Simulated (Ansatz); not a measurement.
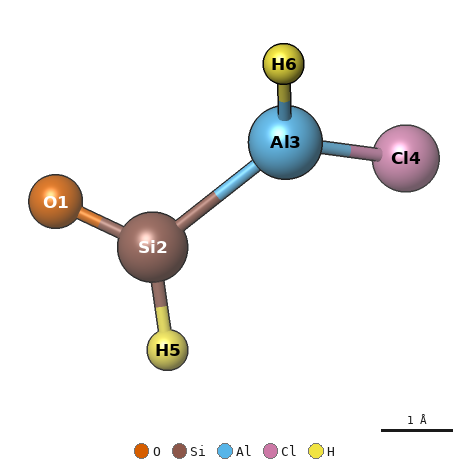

Orthographic view. Atoms fade into the background with distance from the viewer. The geometry was computed by an optimisation with PBE0-D4/def2-TZVP. No frequency run is at hand to confirm it as a minimum.

Write a Z-matrix (Å, degrees) in the order of the atom numbers, with these reference atoms: 2 to 1; 3 to 2, 1; 4 to 3, 2, 1; 5 to 2, 1, 3; 6 to 3, 4, 2.

```
O  
Si   1   1.526
Al   2   2.465   1   116.9
Cl   3   2.097   2   115.4   1  -132.3
H    2   1.500   1   121.7   3  -177.3
H    3   1.573   4   119.5   2  -177.3
```
